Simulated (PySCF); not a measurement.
# C₄H₃F₅O: a tour of settings

Which settings matter for C₄H₃F₅O (`FCC(F)(F)[C@@]1(F)O[C@@H]1F`), and how do bad ones show?

The runs use PySCF 2.14.0, with density-fitted response routines of our own; the level of theory stands in each step. All values are computed, except where a source is named. Atoms are numbered from 0 throughout.

### 1 The molecule as given

13 atoms, charge 0, multiplicity 1; geometry from: GFN2-xTB.

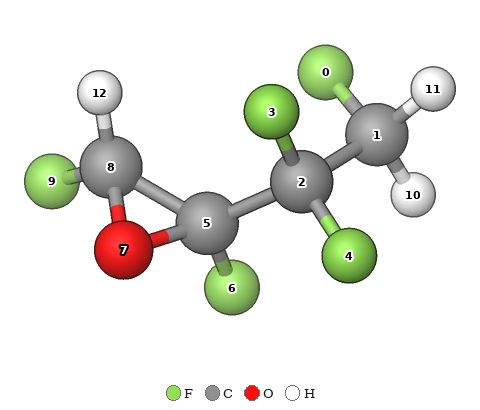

The starting geometry (fluorine green, carbon grey, oxygen red, hydrogen white), atoms numbered.

### 2 Indirect couplings: B3LPY/pcSseg-0

Job settings and geometry (Å):

```
{"job": {"kind": "j", "xc": "B3LPY", "basis": "pcSseg-0", "scf": {"level_shift": 0.9, "max_cycle": 69}}, "charge": 0, "multiplicity": 1}
F     -1.037578    -0.731092     1.556171
C     -1.652405    -0.275827     0.429449
C     -0.644437     0.520171    -0.407341
F     -0.401182     1.728439     0.160762
F     -1.184427     0.782999    -1.619786
C      0.685395    -0.215751    -0.554070
F      0.507572    -1.473552    -1.013979
O      1.781894     0.456062    -1.043847
C      1.858322     0.069477     0.281325
F      2.700155    -0.932356     0.561066
H     -2.005668    -1.138165    -0.143848
H     -2.481554     0.372699     0.728359
H      1.869524     0.837381     1.048009
```

Level: B3LPY/pcSseg-0.

Started as:

```sh
OMP_NUM_THREADS=1 python probes_run.py task.json out
```

This one command runs all jobs of the session in turn.

Log:

```text
KeyError: "LibXCFunctional: name 'B3LPY' not found."
```

Wall time 0.29 s (1 thread of Intel Xeon Platinum 8488C, shared host).

**What went wrong.** No functional is called B3LPY: the name is misspelt. Cure: type the name correctly.

### 3 NMR shieldings: CAM-B3LYP/6-31G

Settings changed since step 2:

```diff
@@ -1,2 +1,2 @@
-{"job": {"kind": "j", "xc": "B3LPY", "basis": "pcSseg-0", "scf": {"level_shift": 0.9, "max_cycle": 69}}, "charge": 0, "multiplicity": 1}
+{"job": {"kind": "nmr", "xc": "CAM-B3LYP", "basis": "6-31G", "pop": false, "scf": {"guess": "huckel"}}, "charge": 0, "multiplicity": 1}
 F     -1.037578    -0.731092     1.556171
```

With the program's defaults for keys left out, this is: GIAO CAM-B3LYP/6-31G NMR shielding, non-relativistic, gas phase.

Log:

```text
final grid: 130176 points
cycle   1  E = -719.7430854302  dE =  4.379e+00  |g| = 6.802e+00  |ddm| = 1.037e+01
cycle   2  E = -712.6751810578  dE =  7.068e+00  |g| = 7.009e+00  |ddm| = 1.617e+01
cycle   3  E = -727.0136520787  dE = -1.434e+01  |g| = 2.134e+00  |ddm| = 1.501e+01
cycle   4  E = -727.9201395551  dE = -9.065e-01  |g| = 1.134e+00  |ddm| = 4.602e+00
cycle   5  E = -728.1331163654  dE = -2.130e-01  |g| = 4.614e-01  |ddm| = 1.246e+00
cycle   6  E = -728.1675574844  dE = -3.444e-02  |g| = 1.241e-01  |ddm| = 4.563e-01
cycle   7  E = -728.1705002169  dE = -2.943e-03  |g| = 2.559e-02  |ddm| = 1.323e-01
cycle   8  E = -728.1706375972  dE = -1.374e-04  |g| = 7.119e-03  |ddm| = 3.174e-02
cycle   9  E = -728.1706481891  dE = -1.059e-05  |g| = 3.024e-03  |ddm| = 1.029e-02
cycle  10  E = -728.1706498623  dE = -1.673e-06  |g| = 8.474e-04  |ddm| = 3.803e-03
cycle  11  E = -728.1706500223  dE = -1.599e-07  |g| = 1.922e-04  |ddm| = 9.518e-04
cycle  12  E = -728.1706500313  dE = -9.015e-09  |g| = 6.949e-05  |ddm| = 2.635e-04
cycle  13  E = -728.1706500325  dE = -1.236e-09  |g| = 2.673e-05  |ddm| = 1.065e-04
cycle  14  E = -728.1706500327  dE = -1.430e-10  |g| = 1.033e-05  |ddm| = 3.470e-05
converged SCF energy = -728.1706500327

GIAO shielding tensors (ppm)
atom      isotropic    diamagn.    paramagn.     s11        s22        s33       span
  0 F      446.334     474.084     -27.750    416.354    430.959    491.690     75.336
  1 C      119.446     241.805    -122.360     94.712    102.972    160.653     65.941
  2 C       78.528     240.062    -161.534     68.329     77.105     90.151     21.822
  3 F      319.280     473.971    -154.690    239.811    352.682    365.348    125.536
  4 F      332.024     470.149    -138.125    233.147    357.611    405.314    172.167
  5 C      108.457     240.878    -132.422     60.674     94.014    170.681    110.007
  6 F      373.729     471.380     -97.652    299.590    393.000    428.597    129.007
  7 O      233.386     401.379    -167.993    114.661    214.457    371.038    256.377
  8 C      113.696     251.860    -138.164     66.472    102.109    172.507    106.035
  9 F      368.657     465.741     -97.083    291.248    393.605    421.119    129.871
 10 H       27.891      27.301       0.590     25.056     27.628     30.988      5.932
 11 H       28.196      27.201       0.994     24.559     28.111     31.916      7.357
 12 H       27.709      28.093      -0.384     22.518     28.536     32.072      9.554
```

Wall time 15 s (1 thread of Intel Xeon Platinum 8488C, shared host); peak memory 0.62 GiB.

Shifts follow as δ = σ(reference) − σ, with reference shieldings (ppm) from runs at the same level and on the same kind of geometry: 1H TMS 33.13, 13C TMS 200.3, 19F CFCl3 184.9, 17O H2O 322.8. The references are single molecules in the gas phase, so shifts against H2O, NH3, PH3, H3PO4 or CFCl3 are not on the usual liquid scales and can be off by tens of ppm.

```tsv
atoms	environment	σ (ppm)	δ (ppm)
C2	fully substituted sp3 carbon bonded to 2 F	78.5	121.8
C5	three-membered-ring carbon bearing a halogen	108.5	91.8
C8	three-membered-ring carbon bearing a halogen	113.7	86.6
C1	sp3 CH2 bonded to F	119.4	80.8
H12	hydrogen on a three-membered-ring carbon bearing a halogen	27.71	5.42
H10	hydrogen on an sp3 CH2 bonded to F	27.89	5.24
H11	hydrogen on an sp3 CH2 bonded to F	28.20	4.93
F3	fluorine of a CF2 group	319.3	-134.4
F4	fluorine of a CF2 group	332.0	-147.2
F9	fluorine on an sp3 carbon	368.7	-183.8
F6	fluorine on an sp3 carbon	373.7	-188.9
F0	fluorine on an sp3 carbon	446.3	-261.5
O7	ether oxygen	233.4	89.4
```

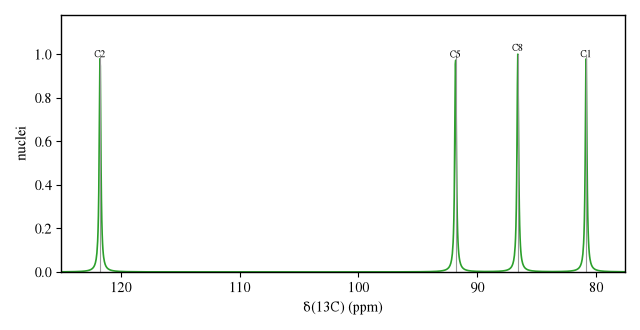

13C lines at the computed shifts, without couplings. Lines are broadened to a width of 0.16 ppm (Lorentzian).

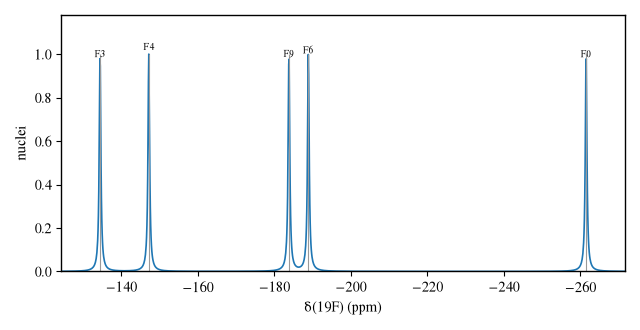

19F lines at the computed shifts, without couplings. Lines are broadened to a width of 0.51 ppm (Lorentzian).

Ring of atoms C5, O7, C8: NICS(0) -36.9, NICS(1) -5.9, NICS(1)zz -15.3 ppm (means of both faces; NICS(1) differs between them: -4.4 and -7.4). The ring holds saturated atoms, so no π current runs round it: these values come from its σ bonds, any local π bonds and neighbouring rings, and say nothing of aromaticity.

The two faces differ (NICS(1)zz -8.8 and -21.9 ppm, in the same order).

In rings of three or four atoms NICS is ruled by the nearby σ bonds, so it says little on aromaticity.

### 4 Shielding tensors: LDA/pcSseg-1

Settings changed since step 3:

```diff
@@ -1,2 +1,2 @@
-{"job": {"kind": "nmr", "xc": "CAM-B3LYP", "basis": "6-31G", "pop": false, "scf": {"guess": "huckel"}}, "charge": 0, "multiplicity": 1}
+{"job": {"kind": "nmr", "xc": "LDA", "basis": "pcSseg-1", "pop": false, "scf": {"max_cycle": 88}}, "charge": -2, "multiplicity": 1}
 F     -1.037578    -0.731092     1.556171
```

With the program's defaults for keys left out, this is: GIAO LDA/pcSseg-1 NMR shielding, non-relativistic, gas phase.

Log:

```text
final grid: 130176 points
cycle   1  E = -722.8252876634  dE =  2.154e+00  |g| = 1.254e+00  |ddm| = 4.774e+00
cycle   2  E = -721.6224482177  dE =  1.203e+00  |g| = 2.708e+00  |ddm| = 1.777e+01
cycle   3  E = -722.9640368882  dE = -1.342e+00  |g| = 6.398e-01  |ddm| = 2.267e+01
cycle   4  E = -722.9386602973  dE =  2.538e-02  |g| = 6.255e-01  |ddm| = 1.775e+01
cycle   5  E = -723.0812466600  dE = -1.426e-01  |g| = 4.727e-01  |ddm| = 1.107e+01
cycle   6  E = -723.0693578949  dE =  1.189e-02  |g| = 4.124e-01  |ddm| = 1.178e+01
cycle   7  E = -723.1181636650  dE = -4.881e-02  |g| = 2.342e-01  |ddm| = 1.291e+01
cycle   8  E = -723.1478616199  dE = -2.970e-02  |g| = 1.548e-01  |ddm| = 7.622e+00
cycle   9  E = -723.1329615671  dE =  1.490e-02  |g| = 2.167e-01  |ddm| = 7.283e+00
cycle  10  E = -723.1455934057  dE = -1.263e-02  |g| = 1.582e-01  |ddm| = 2.074e+00
cycle  11  E = -723.1132503741  dE =  3.234e-02  |g| = 2.571e-01  |ddm| = 3.323e+00
cycle  12  E = -723.1258548383  dE = -1.260e-02  |g| = 2.225e-01  |ddm| = 1.414e+00
cycle  13  E = -723.1050773389  dE =  2.078e-02  |g| = 2.795e-01  |ddm| = 2.391e+00
cycle  14  E = -723.1083148596  dE = -3.238e-03  |g| = 2.711e-01  |ddm| = 7.361e-01
cycle  15  E = -723.1339452054  dE = -2.563e-02  |g| = 1.962e-01  |ddm| = 2.315e+00
cycle  16  E = -723.1573754953  dE = -2.343e-02  |g| = 5.530e-02  |ddm| = 5.145e+00
cycle  17  E = -723.0857576055  dE =  7.162e-02  |g| = 3.994e-01  |ddm| = 8.371e+00
cycle  18  E = -723.1556065206  dE = -6.985e-02  |g| = 7.595e-02  |ddm| = 7.530e+00
cycle  19  E = -723.1531837964  dE =  2.423e-03  |g| = 1.013e-01  |ddm| = 8.270e-01
cycle  20  E = -723.1501099577  dE =  3.074e-03  |g| = 1.315e-01  |ddm| = 6.004e+00
cycle  21  E = -723.1457760101  dE =  4.334e-03  |g| = 1.431e-01  |ddm| = 1.855e+00
cycle  22  E = -723.1326428712  dE =  1.313e-02  |g| = 2.053e-01  |ddm| = 2.693e+00
cycle  23  E = -723.1410618457  dE = -8.419e-03  |g| = 1.870e-01  |ddm| = 9.156e+00
cycle  24  E = -723.1534282289  dE = -1.237e-02  |g| = 1.001e-01  |ddm| = 2.093e+00
cycle  25  E = -723.1235619756  dE =  2.987e-02  |g| = 2.414e-01  |ddm| = 8.818e+00
cycle  26  E = -723.1423794786  dE = -1.882e-02  |g| = 1.669e-01  |ddm| = 2.958e+00
cycle  27  E = -723.1449105099  dE = -2.531e-03  |g| = 1.529e-01  |ddm| = 6.709e-01
cycle  28  E = -723.1520172033  dE = -7.107e-03  |g| = 1.075e-01  |ddm| = 1.518e+00
cycle  29  E = -723.1548326042  dE = -2.815e-03  |g| = 8.098e-02  |ddm| = 8.195e-01
cycle  30  E = -723.1571811277  dE = -2.349e-03  |g| = 4.914e-02  |ddm| = 9.111e-01
cycle  31  E = -723.1582625298  dE = -1.081e-03  |g| = 1.978e-02  |ddm| = 1.815e+00
cycle  32  E = -723.1583231062  dE = -6.058e-05  |g| = 1.652e-02  |ddm| = 7.843e-02
cycle  33  E = -723.1581405697  dE =  1.825e-04  |g| = 2.528e-02  |ddm| = 2.236e-01
cycle  34  E = -723.1583667518  dE = -2.262e-04  |g| = 1.452e-02  |ddm| = 2.713e-01
cycle  35  E = -723.1573031423  dE =  1.064e-03  |g| = 4.709e-02  |ddm| = 8.238e-01
cycle  36  E = -723.1583375643  dE = -1.034e-03  |g| = 1.554e-02  |ddm| = 7.938e-01
cycle  37  E = -723.1582494608  dE =  8.810e-05  |g| = 2.030e-02  |ddm| = 9.272e-01
cycle  38  E = -723.1584101698  dE = -1.607e-04  |g| = 1.102e-02  |ddm| = 8.110e-01
cycle  39  E = -723.1584720246  dE = -6.185e-05  |g| = 5.383e-04  |ddm| = 2.756e-01
cycle  40  E = -723.1584541906  dE =  1.783e-05  |g| = 5.914e-03  |ddm| = 1.457e-01
cycle  41  E = -723.1584669481  dE = -1.276e-05  |g| = 3.168e-03  |ddm| = 7.114e-02
cycle  42  E = -723.1584651865  dE =  1.762e-06  |g| = 3.663e-03  |ddm| = 1.288e-02
cycle  43  E = -723.1584694878  dE = -4.301e-06  |g| = 2.264e-03  |ddm| = 3.623e-02
cycle  44  E = -723.1584719221  dE = -2.434e-06  |g| = 6.877e-04  |ddm| = 4.074e-02
cycle  45  E = -723.1584721529  dE = -2.308e-07  |g| = 1.921e-04  |ddm| = 2.265e-02
cycle  46  E = -723.1584721600  dE = -7.090e-09  |g| = 1.595e-04  |ddm| = 1.008e-03
cycle  47  E = -723.1584721554  dE =  4.561e-09  |g| = 1.841e-04  |ddm| = 6.564e-04
cycle  48  E = -723.1584721698  dE = -1.440e-08  |g| = 8.139e-05  |ddm| = 6.880e-03
cycle  49  E = -723.1584721732  dE = -3.382e-09  |g| = 1.244e-05  |ddm| = 2.431e-03
cycle  50  E = -723.1584721733  dE = -9.049e-11  |g| = 5.236e-07  |ddm| = 3.312e-04
converged SCF energy = -723.1584721733

GIAO shielding tensors (ppm)
atom      isotropic    diamagn.    paramagn.     s11        s22        s33       span
  0 F     1272.861     483.158     789.703    291.065    423.773   3103.744   2812.679
  1 C     -863.276     244.706   -1107.982  -2853.574    104.833    158.912   3012.486
  2 C      481.540     243.813     237.726   -232.001     46.903   1629.717   1861.718
  3 F      285.848     475.281    -189.433  -2597.616    327.996   3127.165   5724.780
  4 F      255.698     475.328    -219.630  -1096.720    333.100   1530.714   2627.433
  5 C      209.346     245.197     -35.851  -2348.919     86.546   2890.411   5239.330
  6 F    -1255.926     477.105   -1733.030  -6920.235    245.114   2907.344   9827.579
  7 O      457.665     403.415      54.250  -5461.262    107.427   6726.830  12188.092
  8 C     -120.213     264.229    -384.443  -3176.421     84.504   2731.276   5907.697
  9 F     -222.991     472.097    -695.088  -1668.474    380.451    619.049   2287.523
 10 H      102.604      28.925      73.678   -230.741     36.485    502.066    732.807
 11 H       56.959      26.298      30.661   -239.691     31.744    378.824    618.515
 12 H       79.039      23.779      55.260   -108.867     27.502    318.483    427.350
```

Wall time 63 s (1 thread of Intel Xeon Platinum 8488C, shared host); peak memory 0.79 GiB.

The run ended normally, but its values are not to be used for the molecule: the charge was changed to -2, at the geometry of the original. Its HOMO lies at 9.47 eV, against -10.62 eV in step 3 (CAM-B3LYP/6-31G); above zero, the added electrons are held by the basis alone.

[end of part 1 of 2]
